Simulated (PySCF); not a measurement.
**C4H9O3Si (SMILES C[CH]OC(=O)CO[SiH3]) (doublet): density, localisation and related maps**

```xyz
17

C     3.6448   -0.3747   -0.1683
C     2.2964   -0.7191   -0.6520
O     1.2376   -0.1288   -0.0609
C    -0.0183   -0.4195   -0.4770
O    -0.2654   -1.1916   -1.3679
C    -1.0193    0.3726    0.3490
O    -2.3083    0.0925   -0.0597
Si   -3.7191    0.6682    0.4932
H     4.2534    0.0461   -0.9724
H     4.1692   -1.2627    0.1931
H     3.5722    0.3492    0.6388
H     2.1042   -1.4144   -1.4517
H    -0.7907    1.4420    0.2344
H    -0.8748    0.1150    1.4082
H    -4.6228   -0.0481   -0.3853
H    -3.7775    2.1285    0.3566
H    -3.8885    0.3567    1.9175
```

Geometry: GFN2-xTB.

Theory: UKS B3LYP, pcH-1 on C H O Si, non-relativistic, mean-field spin-orbit, GIAO (PySCF).

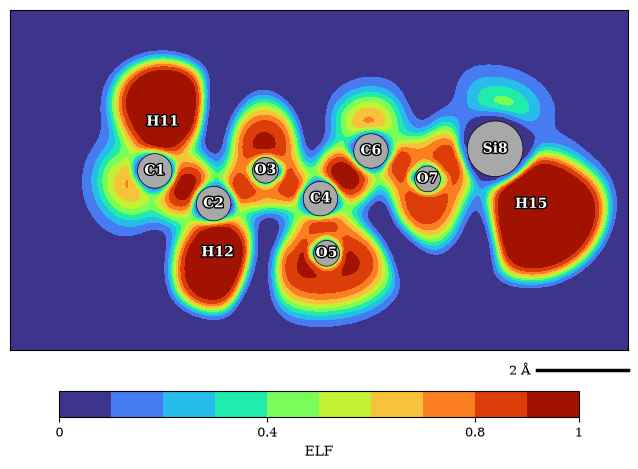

Figure 1. Electron localisation function on the plane of atoms O5, C4 and C6. Grey discs cover the atomic cores.

Q: What does the map show?

A: The section cuts through C, O, Si and H sites.
C–O (1.20 Å): the ELF peaks at about 0.85 between the atoms; a multiple bond.
C–C (1.47 Å): the ELF peaks at about 0.95 between the atoms (a shared electron pair).
Si–O (1.62 Å): the ELF peaks at about 0.85 between the atoms (a polar covalent bond).
C–H (1.08 Å): the ELF climbs to about 1 towards the hydrogen, as it does in any bond to H; a covalent bond by its length.
C–O (1.35 Å): the ELF peaks at about 0.90 between the atoms: a shared but strongly polarised pair.
The ELF also peaks beside O5, O7 and O3, away from the bonds: non-bonding electrons, paired or unpaired.

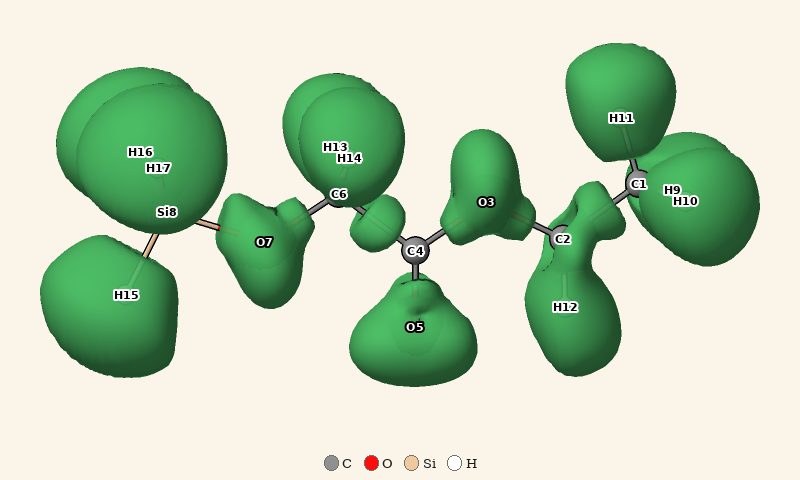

Figure 2. Isosurface of the ELF at 0.75 (green), seen across its widest extent. Only the valence region is drawn (cores and ρ < 0.01 e/Å³ removed).

Q: Identify the bonds, lone pairs and shells in this picture.

A: The surface consists of one region between bonded C–C atoms (shared pairs), nine regions around hydrogen nuclei and three regions on O in which the atom's valence shell and bonds are merged.

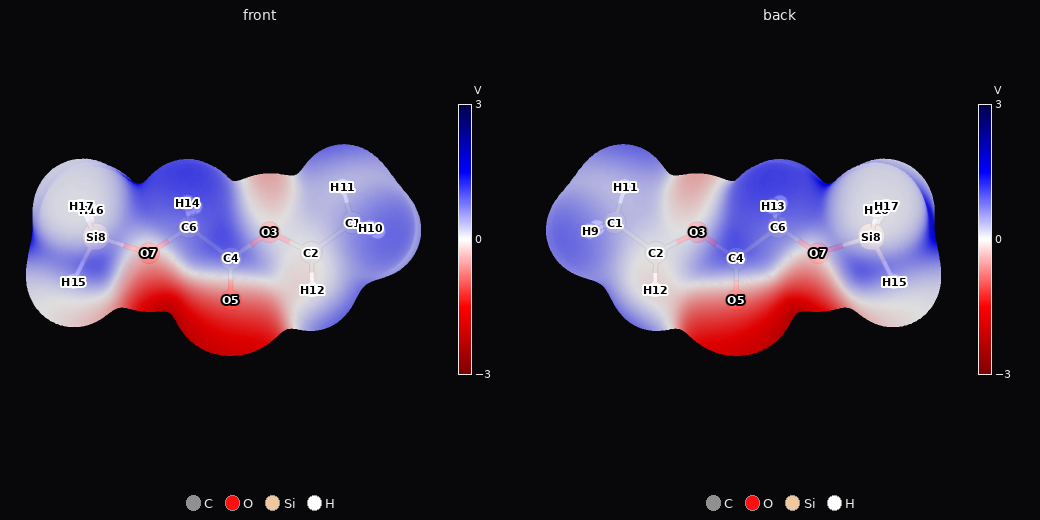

Figure 3. The molecular electrostatic potential painted on the density surface at 0.002 e/bohr³, seen from the front and from behind; the colour scale runs from red (negative) to blue (positive).

Q: Where is the surface potential most negative and most positive?

A: The most negative region (about −2.1 V) lies over O5 and O7, the most positive (about +1.7 V) over Si8.
